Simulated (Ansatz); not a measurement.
# C$_{2}$H$_{6}$InS: molecular dynamics

The run: molecular dynamics of C$_{2}$H$_{6}$InS, multiplicity 2. Method and program: UKS revPBE-d3bj/def2-SVP (Ansatz 0.2.0).

The geometry comes from this level: PBE0-D4/def2-TZVP. Figures and captions count atoms from 1; the log counts them from 0 in places.

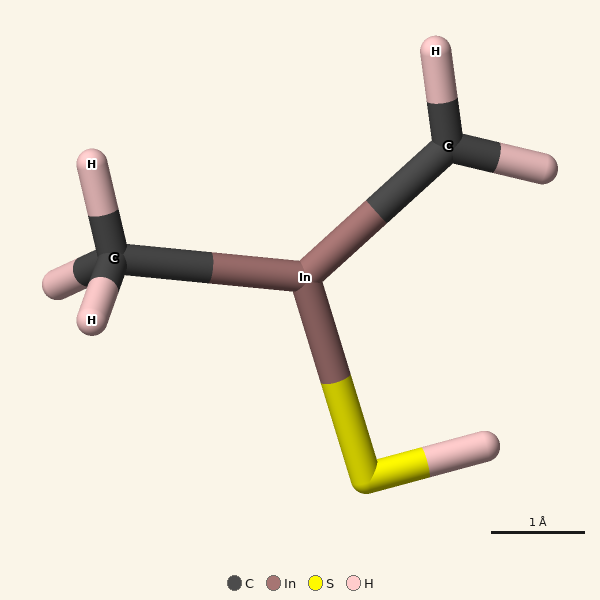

Fig. 1: The starting structure (stick view, seen at a tilt). Sticks mark near contacts. Bond lengths as drawn: C–H 1.09 Å, C–In 2.11 to 2.14 Å, H–S 1.34 Å and In–S 2.40 Å.

**The input**
```yaml
crystal:
  periodic: [false, false, false]
  atoms:
    - {symbol: C, position_ang: [-1.458262, 1.292306, 0.733578]}
    - {symbol: In, position_ang: [-0.013790, 0.084485, -0.221173]}
    - {symbol: C, position_ang: [1.226527, -1.471330, 0.566229]}
    - {symbol: S, position_ang: [0.273135, 0.542079, -2.563684]}
    - {symbol: H, position_ang: [-2.022902, 2.055569, 0.204652]}
    - {symbol: H, position_ang: [-1.704668, 1.210657, 1.789077]}
    - {symbol: H, position_ang: [2.274784, -1.190606, 0.454020]}
    - {symbol: H, position_ang: [1.057985, -2.390634, 0.003819]}
    - {symbol: H, position_ang: [1.015332, -1.651263, 1.620012]}
    - {symbol: H, position_ang: [-0.648131, 1.518757, -2.586529]}
basis:
  gaussian: {orbitals: def2-SVP}
magnetization: {spin_polarized: true, initial_magnetization: 1}
hamiltonian: {xc: {name: revPBE}, dispersion: d3bj}
md: {timestep: 2 fs, n_steps: 30, ensemble: nve, temperature: 1000, initial_velocities: maxwell_boltzmann, seed: 683}
```

Run on 4 threads of Arm Neoverse V2, 23 GiB of memory available, shared host.

Launch command:
```bash
ansatz run in.yaml --threads 4 --pin off --events-out ev --progress --plain --max-ram 10444MiB
```

**Log**
```
Functional definition: revPBE
  name "revPBE"
  cite "Zhang & Yang, Phys. Rev. Lett. 80, 890 (1998) doi:10.1103/PhysRevLett.80.890"
  cite "Perdew, Burke & Ernzerhof, Phys. Rev. Lett. 77, 3865 (1996) doi:10.1103/PhysRevLett.77.3865"
  parameter kappa = 1.245
  parameter beta = 0.06672455060314922
  exchange = pbe_x(kappa = kappa, mu = beta*pi^2/3)
  correlation = pbe_c(beta = beta)
1185 factors; their error is unknown
mean field evaluation 1: about -18146.9967 eV, gradient 6.3e1 eV
mean field evaluation 2: about -17963.3463 eV, gradient 1.3e2 eV
mean field evaluation 4: about -18158.1344 eV, gradient 4.4e1 eV
mean field evaluation 8: about -18173.6676 eV, gradient 1.5e0 eV
mean field evaluation 16: about -18173.6440 eV, gradient 1.2e-3 eV
mean field -18173.64404000 eV, -667.8690999315 hartree, gradient 4.5e-5 eV, S^2 0.754327; 0 other end points of the search recorded, 0 dependent functions left out
the calculation of the forces begins
reference -18173.64409524 eV, -667.8691019615 hartree; 28, 27 occupied and 74, 75 virtual orbitals, 1185 factors
md step     0: t =     0.00 fs  T =  1000.0 K  F+E_penalty+E_count = -18174.10105610 eV  E_kin = 1.034080 eV  conserved = -18173.06697611 eV  (32 SCF iters)
these checks for a lower state are left out or cut short: starts, cluster_reference, orbital_swaps, neighbouring_geometries, increment
1185 factors; their error is unknown
mean field -18173.45593095 eV, -667.8621870516 hartree, gradient 1.2e-5 eV, S^2 0.754278; 0 other end points of the search recorded, 0 dependent functions left out
the calculation of the forces begins
reference -18173.45598607 eV, -667.8621890771 hartree; 28, 27 occupied and 74, 75 virtual orbitals, 1185 factors
md step     1: t =     2.00 fs  T =   879.5 K  F+E_penalty+E_count = -18173.91358986 eV  E_kin = 0.909436 eV  conserved = -18173.00415369 eV  (32 SCF iters, 5 dispersion substeps)
[... from here on the SCF iterations and repeated set-up lines of each step are left out, up to the last step ...]
md step     2: t =     4.00 fs  T =   848.0 K  F+E_penalty+E_count = -18173.92407550 eV  E_kin = 0.876852 eV  conserved = -18173.04722372 eV  (33 SCF iters, 5 dispersion substeps)
md step     3: t =     6.00 fs  T =   738.3 K  F+E_penalty+E_count = -18173.78818838 eV  E_kin = 0.763445 eV  conserved = -18173.02474364 eV  (32 SCF iters, 5 dispersion substeps)
md step     4: t =     8.00 fs  T =   702.2 K  F+E_penalty+E_count = -18173.74142294 eV  E_kin = 0.726164 eV  conserved = -18173.01525859 eV  (32 SCF iters, 5 dispersion substeps)
md step     5: t =    10.00 fs  T =   796.4 K  F+E_penalty+E_count = -18173.87952213 eV  E_kin = 0.823558 eV  conserved = -18173.05596409 eV  (32 SCF iters, 5 dispersion substeps)
md step     6: t =    12.00 fs  T =   727.3 K  F+E_penalty+E_count = -18173.76238623 eV  E_kin = 0.752083 eV  conserved = -18173.01030278 eV  (32 SCF iters, 5 dispersion substeps)
md step     7: t =    14.00 fs  T =   721.2 K  F+E_penalty+E_count = -18173.79440036 eV  E_kin = 0.745765 eV  conserved = -18173.04863507 eV  (33 SCF iters, 5 dispersion substeps)
md step     8: t =    16.00 fs  T =   658.5 K  F+E_penalty+E_count = -18173.71021636 eV  E_kin = 0.680955 eV  conserved = -18173.02926097 eV  (33 SCF iters, 5 dispersion substeps)
md step     9: t =    18.00 fs  T =   620.8 K  F+E_penalty+E_count = -18173.65867283 eV  E_kin = 0.641931 eV  conserved = -18173.01674146 eV  (33 SCF iters, 5 dispersion substeps)
md step    10: t =    20.00 fs  T =   731.6 K  F+E_penalty+E_count = -18173.80668910 eV  E_kin = 0.756491 eV  conserved = -18173.05019797 eV  (32 SCF iters, 5 dispersion substeps)
md step    11: t =    22.00 fs  T =   735.2 K  F+E_penalty+E_count = -18173.77432345 eV  E_kin = 0.760239 eV  conserved = -18173.01408439 eV  (32 SCF iters, 5 dispersion substeps)
md step    12: t =    24.00 fs  T =   808.0 K  F+E_penalty+E_count = -18173.89749119 eV  E_kin = 0.835533 eV  conserved = -18173.06195772 eV  (33 SCF iters, 5 dispersion substeps)
md step    13: t =    26.00 fs  T =   736.3 K  F+E_penalty+E_count = -18173.79684802 eV  E_kin = 0.761419 eV  conserved = -18173.03542856 eV  (32 SCF iters, 5 dispersion substeps)
md step    14: t =    28.00 fs  T =   622.5 K  F+E_penalty+E_count = -18173.66593862 eV  E_kin = 0.643763 eV  conserved = -18173.02217549 eV  (33 SCF iters, 5 dispersion substeps)
md step    15: t =    30.00 fs  T =   638.6 K  F+E_penalty+E_count = -18173.71392740 eV  E_kin = 0.660410 eV  conserved = -18173.05351776 eV  (34 SCF iters, 5 dispersion substeps)
md step    16: t =    32.00 fs  T =   513.0 K  F+E_penalty+E_count = -18173.54887815 eV  E_kin = 0.530516 eV  conserved = -18173.01836215 eV  (34 SCF iters, 5 dispersion substeps)
md step    17: t =    34.00 fs  T =   521.3 K  F+E_penalty+E_count = -18173.59225049 eV  E_kin = 0.539074 eV  conserved = -18173.05317636 eV  (34 SCF iters, 5 dispersion substeps)
md step    18: t =    36.00 fs  T =   485.0 K  F+E_penalty+E_count = -18173.54447368 eV  E_kin = 0.501548 eV  conserved = -18173.04292586 eV  (34 SCF iters, 5 dispersion substeps)
md step    19: t =    38.00 fs  T =   360.2 K  F+E_penalty+E_count = -18173.38860701 eV  E_kin = 0.372492 eV  conserved = -18173.01611467 eV  (49 SCF iters, 5 dispersion substeps)
md step    20: t =    40.00 fs  T =   427.5 K  F+E_penalty+E_count = -18173.49542487 eV  E_kin = 0.442041 eV  conserved = -18173.05338365 eV  (35 SCF iters, 5 dispersion substeps)
md step    21: t =    42.00 fs  T =   355.3 K  F+E_penalty+E_count = -18173.39369809 eV  E_kin = 0.367427 eV  conserved = -18173.02627095 eV  (34 SCF iters, 5 dispersion substeps)
md step    22: t =    44.00 fs  T =   407.2 K  F+E_penalty+E_count = -18173.46757901 eV  E_kin = 0.421106 eV  conserved = -18173.04647262 eV  (35 SCF iters, 5 dispersion substeps)
md step    23: t =    46.00 fs  T =   482.1 K  F+E_penalty+E_count = -18173.54607622 eV  E_kin = 0.498568 eV  conserved = -18173.04750835 eV  (35 SCF iters, 5 dispersion substeps)
md step    24: t =    48.00 fs  T =   424.5 K  F+E_penalty+E_count = -18173.45967510 eV  E_kin = 0.439000 eV  conserved = -18173.02067514 eV  (34 SCF iters, 5 dispersion substeps)
md step    25: t =    50.00 fs  T =   519.1 K  F+E_penalty+E_count = -18173.58863770 eV  E_kin = 0.536762 eV  conserved = -18173.05187550 eV  (34 SCF iters, 5 dispersion substeps)
md step    26: t =    52.00 fs  T =   438.7 K  F+E_penalty+E_count = -18173.49701381 eV  E_kin = 0.453651 eV  conserved = -18173.04336278 eV  (34 SCF iters, 5 dispersion substeps)
md step    27: t =    54.00 fs  T =   386.6 K  F+E_penalty+E_count = -18173.43487099 eV  E_kin = 0.399764 eV  conserved = -18173.03510724 eV  (33 SCF iters, 5 dispersion substeps)
md step    28: t =    56.00 fs  T =   398.6 K  F+E_penalty+E_count = -18173.46138618 eV  E_kin = 0.412150 eV  conserved = -18173.04923576 eV  (34 SCF iters, 5 dispersion substeps)
md step    29: t =    58.00 fs  T =   266.5 K  F+E_penalty+E_count = -18173.29043860 eV  E_kin = 0.275567 eV  conserved = -18173.01487199 eV  (34 SCF iters, 5 dispersion substeps)
these checks for a lower state are left out or cut short: starts, cluster_reference, orbital_swaps, neighbouring_geometries, increment
1185 factors; their error is unknown
mean field evaluation 256: about -18172.9020 eV, gradient 1.3e-5 eV
mean field -18172.90204169 eV, -667.8418319965 hartree, gradient 1.3e-5 eV, S^2 0.756377; 0 other end points of the search recorded, 0 dependent functions left out
the calculation of the forces begins
reference -18172.90209657 eV, -667.8418340136 hartree; 28, 27 occupied and 74, 75 virtual orbitals, 1185 factors
1185 factors; their error is unknown
mean field -18172.90204169 eV, -667.8418319965 hartree, gradient 1.4e-5 eV, S^2 0.756377; 2 other end points of the search recorded, 0 dependent functions left out
the calculation of the forces begins
reference -18172.90209657 eV, -667.8418340136 hartree; 28, 27 occupied and 74, 75 virtual orbitals, 1185 factors
md step    30: t =    60.00 fs  T =   330.4 K  F+E_penalty+E_count = -18173.38693140 eV  E_kin = 0.341641 eV  conserved = -18173.04528996 eV  (49 SCF iters, 5 dispersion substeps)
```

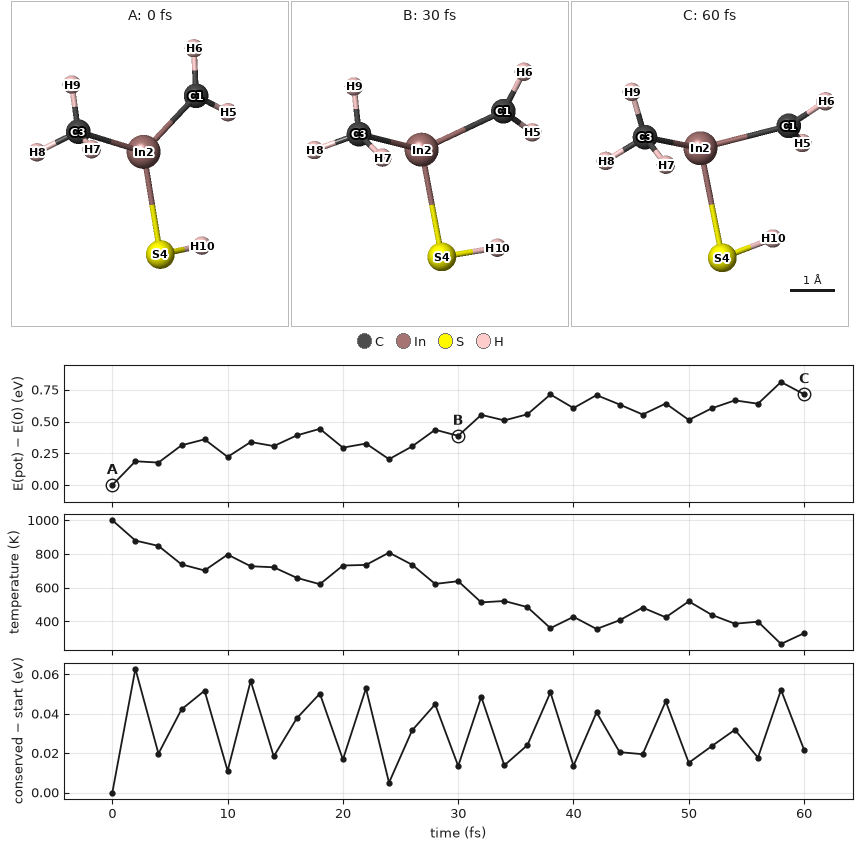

Fig. 2: Frames of the molecular dynamics (ball-and-stick, seen at a tilt) above the curves, on which the letters mark them. The trajectory kept here has 31 frames over 60 fs. The temperature starts at 1000 K, ranges from 266 to 1000 K and averages 435 K over the second half. The potential energy ends 0.714 eV above its first value. The conserved quantity stays within 0.063 eV. After an unweighted best fit of the last frame on the first, the root-mean-square displacement is 0.53 Å, and H6 has moved furthest (0.97 Å).

```
Total energy: -18173.38698629 eV, -667.8596533820 hartree
Atom 0 at    -1.045383     1.756505     0.373391 Å, force    -2.015114     0.894618    -0.529645 eV/Å
Atom 1 at    -0.133853    -0.084079    -0.172939 Å, force     0.920452     1.090593    -0.254317 eV/Å
Atom 2 at     1.608309    -1.156286     0.525190 Å, force    -0.189360    -1.097835     0.487172 eV/Å
Atom 3 at     0.330640     0.768894    -2.547968 Å, force    -0.206948    -0.574638     0.428600 eV/Å
Atom 4 at    -1.949483     1.995334    -0.324394 Å, force     1.192723    -0.078204     0.993889 eV/Å
Atom 5 at    -0.899292     2.552624     1.160174 Å, force     0.068234    -0.716534    -0.331349 eV/Å
Atom 6 at     2.451887    -0.496912     0.256996 Å, force     0.054516     0.186708     0.190183 eV/Å
Atom 7 at     1.613570    -1.988868    -0.196567 Å, force     0.343018    -0.397218     0.040057 eV/Å
Atom 8 at     1.663872    -1.571583     1.582049 Å, force    -0.128496     0.551986    -0.870366 eV/Å
Atom 9 at    -0.530102     1.763223    -2.206351 Å, force    -0.039025     0.140525    -0.154224 eV/Å
Dipole moment:    -0.196553    -0.232482     0.489890 e Å
```

**Trajectory as extended XYZ (Å, eV, eV/Å), 10 of the 31 frames kept, from step=0 to step=30**
```
10
Properties=species:S:1:pos:R:3:forces:R:3 step=0 time_fs=0.0 energy=-18174.10106 temperature=1000.0
C    -1.4583    1.2923    0.7336    0.1366  -0.1089  -0.1051
In   -0.0138    0.0845   -0.2212   -0.0294  -0.0340   0.1977
C     1.2265   -1.4713    0.5662   -0.0460   0.0590  -0.0361
S     0.2731    0.5421   -2.5637    0.4287  -0.2680  -0.5660
H    -2.0229    2.0556    0.2047   -0.3358   0.4576  -0.3259
H    -1.7047    1.2107    1.7891   -0.1403  -0.0581   0.6354
H     2.2748   -1.1906    0.4540    0.5563   0.1555  -0.0599
H     1.0580   -2.3906    0.0038   -0.0955  -0.4882  -0.3019
H     1.0153   -1.6513    1.6200   -0.1163  -0.0941   0.5677
H    -0.6481    1.5188   -2.5865   -0.3583   0.3792  -0.0058
10
Properties=species:S:1:pos:R:3:forces:R:3 step=3 time_fs=6.0 energy=-18173.78819 temperature=738.3
C    -1.4054    1.3397    0.7203   -1.9050   2.2986  -0.5942
In   -0.0322    0.0638   -0.2197    0.4368  -0.3920   0.4784
C     1.3054   -1.4305    0.5826   -0.6388  -1.5098   0.4578
S     0.2822    0.5683   -2.5630   -0.4172   0.5537  -0.2452
H    -1.9462    2.0848   -0.0301    0.8454  -1.2187   1.1924
H    -1.7548    1.6093    1.7652    0.5186  -0.5677  -0.6164
H     2.3436   -1.1220    0.3307   -0.0434  -0.0538   0.6647
H     1.1332   -2.3740    0.0051    0.0418   0.2810  -0.2221
H     1.0468   -1.8031    1.6453    0.7940   1.0300  -0.9595
H    -0.6135    1.6243   -2.4596    0.3678  -0.4214  -0.1558
10
Properties=species:S:1:pos:R:3:forces:R:3 step=7 time_fs=14.0 energy=-18173.79440 temperature=721.2
C    -1.3790    1.4537    0.6896    0.0640   0.0643   0.5364
In   -0.0546    0.0347   -0.2151    0.7603  -0.1847   0.9554
C     1.3919   -1.4189    0.5897    0.9128  -0.2959  -1.0265
S     0.2907    0.6082   -2.5660    0.3701  -0.6588  -0.1251
H    -1.7666    1.9762   -0.1751   -0.7315   0.8162  -0.4275
H    -1.6383    1.9309    1.6776    0.3006  -0.5943  -0.5485
H     2.4581   -1.0194    0.4295   -1.1163  -0.2809  -0.0544
H     1.2493   -2.3088   -0.1158    0.3240   0.5283   0.9682
H     1.3267   -1.6791    1.6671   -0.3635  -0.1157  -0.2182
H    -0.4866    1.6713   -2.3695   -0.5206   0.7215  -0.0598
10
Properties=species:S:1:pos:R:3:forces:R:3 step=10 time_fs=20.0 energy=-18173.80669 temperature=731.6
C    -1.3636    1.5473    0.6504    0.1635  -0.4030  -1.7394
In   -0.0689    0.0122   -0.2086    0.6635   0.1621   0.7894
C     1.4626   -1.4132    0.5772   -0.6939   0.9261   0.0424
S     0.2974    0.6362   -2.5692   -0.5343   0.5946   0.2067
H    -1.7929    2.0603   -0.2539   -0.1270   0.1243   0.7889
H    -1.4827    2.0227    1.6209   -0.0783   0.1187   0.5112
H     2.4297   -0.9346    0.4825    0.7609   0.5388  -0.6638
H     1.4054   -2.2826   -0.0622    0.1032  -0.8995  -0.1870
H     1.4297   -1.5980    1.6512   -0.6540  -0.5052   0.4854
H    -0.4541    1.7968   -2.3552    0.3964  -0.6569  -0.2337
10
Properties=species:S:1:pos:R:3:forces:R:3 step=13 time_fs=26.0 energy=-18173.79685 temperature=736.3
C    -1.3391    1.6294    0.5843   -0.5164   0.5476  -0.9940
In   -0.0812   -0.0099   -0.1998    0.4058   0.4790   0.1043
C     1.5269   -1.3902    0.5618   -0.4137  -0.4932   1.0135
S     0.3006    0.6670   -2.5708    0.4194  -0.9347   0.0108
H    -1.9364    2.2570   -0.1944    0.7914  -0.9092   1.0642
H    -1.3315    2.0816    1.6036    0.0060  -0.2632  -0.2021
H     2.4616   -0.7833    0.3730   -0.5085  -0.4458   0.3331
H     1.6000   -2.3836    0.0318   -0.1301   0.7043   0.0577
H     1.3465   -1.6388    1.6878    0.4483   0.5930  -1.5020
H    -0.3590    1.8091   -2.3998   -0.5022   0.7221   0.1144
10
Properties=species:S:1:pos:R:3:forces:R:3 step=17 time_fs=34.0 energy=-18173.59225 temperature=521.3
C    -1.3039    1.7330    0.4861    1.9307  -1.8818   1.8439
In   -0.0959   -0.0368   -0.1878    0.1250   0.9268  -0.6533
C     1.5844   -1.3648    0.5463   -0.0180   0.2575  -0.8241
S     0.3069    0.7013   -2.5715   -0.1416   0.1305   0.1607
H    -2.0017    2.3454   -0.0079   -1.3158   0.9137  -1.3643
H    -1.1244    2.0545    1.5395   -0.0693  -0.0446  -0.2043
H     2.4431   -0.6545    0.3448   -0.4633  -0.5496   0.3745
H     1.8002   -2.3662    0.0703   -0.4463   0.7611   0.0087
H     1.3682   -1.5133    1.6052    0.2637   0.0139   0.5895
H    -0.3354    1.9199   -2.4355    0.1348  -0.5274   0.0686
10
Properties=species:S:1:pos:R:3:forces:R:3 step=20 time_fs=40.0 energy=-18173.49543 temperature=427.5
C    -1.2540    1.7800    0.4361   -0.3087  -0.4799   0.1441
In   -0.1063   -0.0540   -0.1808    0.2104   1.1435  -0.8618
C     1.6074   -1.3346    0.5302   -1.0093   1.1972   1.0558
S     0.3115    0.7254   -2.5703    0.3475  -0.8418   0.0996
H    -2.1035    2.3863   -0.0442    1.0347  -0.8700   0.3686
H    -0.9937    2.0418    1.4826   -0.2409   0.3596  -0.0539
H     2.4272   -0.6254    0.4300    0.5797   0.4351  -0.5320
H     1.8163   -2.2562   -0.0010   -0.1132  -0.6177  -0.2056
H     1.4960   -1.3935    1.6358   -0.1421  -0.6763  -0.2065
H    -0.3195    1.9019   -2.4274   -0.3580   0.3503   0.1919
10
Properties=species:S:1:pos:R:3:forces:R:3 step=23 time_fs=46.0 energy=-18173.54608 temperature=482.1
C    -1.1929    1.8012    0.4012   -0.5665  -0.8190  -0.2813
In   -0.1161   -0.0677   -0.1764    0.3163   1.3475  -0.7014
C     1.6128   -1.2755    0.5280    0.3038   0.1557   1.4289
S     0.3183    0.7429   -2.5677   -0.2552   0.0447   0.3309
H    -2.1007    2.2798   -0.0930    0.9151  -0.5083   0.3601
H    -0.9360    2.1415    1.4101   -0.0836   0.4481   0.3305
H     2.4782   -0.5620    0.3769   -0.5321  -0.4187  -0.1772
H     1.7676   -2.2052   -0.0727   -0.0937   0.3124   0.2876
H     1.5990   -1.4784    1.6739   -0.2067   0.0134  -1.5763
H    -0.3804    1.9244   -2.3667    0.2026  -0.5759  -0.0018
10
Properties=species:S:1:pos:R:3:forces:R:3 step=27 time_fs=54.0 energy=-18173.43487 temperature=386.6
C    -1.1081    1.7862    0.3744    1.6430  -1.0794   1.6777
In   -0.1275   -0.0797   -0.1736    0.6565   1.3093  -0.3430
C     1.6173   -1.1925    0.5440   -0.2835  -0.4483  -2.5316
S     0.3266    0.7611   -2.5595   -0.3198  -0.2527   0.4805
H    -1.9511    2.0800   -0.1592   -2.0711   0.7899  -1.4737
H    -0.9316    2.3980    1.2827    0.1542  -0.1835  -0.0257
H     2.4582   -0.5374    0.2199   -0.1120  -0.0677   0.5371
H     1.6634   -2.0889   -0.1221    0.0588   0.2091  -0.0670
H     1.6265   -1.6137    1.5143    0.1184  -0.0433   1.8861
H    -0.4695    1.8403   -2.2570    0.1556  -0.2334  -0.1404
10
Properties=species:S:1:pos:R:3:forces:R:3 step=30 time_fs=60.0 energy=-18173.38693 temperature=330.4
C    -1.0454    1.7565    0.3734   -2.0151   0.8946  -0.5296
In   -0.1339   -0.0841   -0.1729    0.9205   1.0906  -0.2543
C     1.6083   -1.1563    0.5252   -0.1894  -1.0978   0.4872
S     0.3306    0.7689   -2.5480   -0.2069  -0.5746   0.4286
H    -1.9495    1.9953   -0.3244    1.1927  -0.0782   0.9939
H    -0.8993    2.5526    1.1602    0.0682  -0.7165  -0.3313
H     2.4519   -0.4969    0.2570    0.0545   0.1867   0.1902
H     1.6136   -1.9889   -0.1966    0.3430  -0.3972   0.0401
H     1.6639   -1.5716    1.5820   -0.1285   0.5520  -0.8704
H    -0.5301    1.7632   -2.2064   -0.0390   0.1405  -0.1542
```

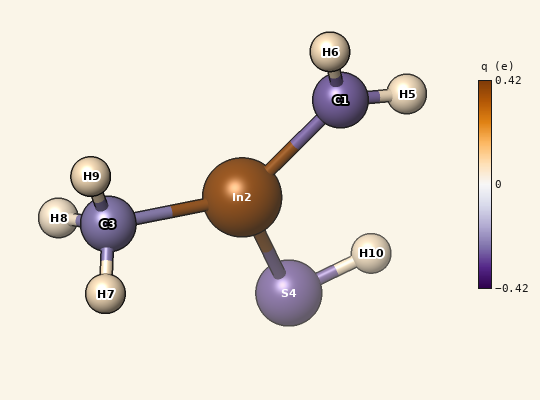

Fig. 3: Mulliken charges, as the colour of each atom (ball-and-stick view, seen at a tilt; atoms are numbered from 1 in the order of the input). By element: C −0.28 to −0.25, In +0.40, S −0.29 and H +0.06 to +0.08 e.

**Results in brief**

```tsv
quantity	value
outcome	finished
mean temperature over the second half	435 K
trajectory	30 steps, 60 fs
ensemble	nve
temperature in the input	1000 K
time step	2 fs
potential energy (last step)	−18173.3870 eV
mean-field energy (last step)	−18172.9021 eV
dispersion energy (last step)	−0.4849 eV
⟨S²⟩ (last step)	0.756
SCF solution under orbital rotations (last step)	stable
largest force (length of the vector) (last step)	2.267 eV/Å
dipole moment (last step)	2.77 D
wall time	44 s (CPU time 2.8 min)
peak memory	0.47 GiB
```

**Notes**

So short a trajectory is not equilibrated.
